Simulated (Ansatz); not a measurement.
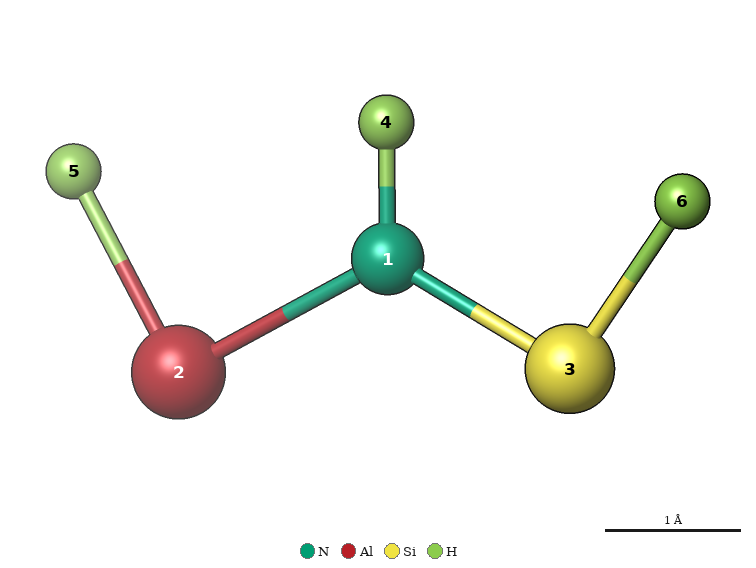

Orthographic view. Depth is shown by fading: the farther an atom, the more it takes the colour of the background. Charge −1, singlet. The computed structure is the end point of a PBE0-D4/def2-TZVPD optimisation. No frequency run is at hand to confirm it as a minimum.

List all interatomic distances (Å) as a matrix.

```
atom    N1   Al2   Si3    H4    H5    H6
  N1  0.00                              
 Al2  1.93  0.00                        
 Si3  1.69  3.22  0.00                  
  H4  1.01  2.55  2.35  0.00            
  H5  2.64  1.71  4.30  2.60  0.00      
  H6  2.47  4.36  1.57  2.49  5.00  0.00
```
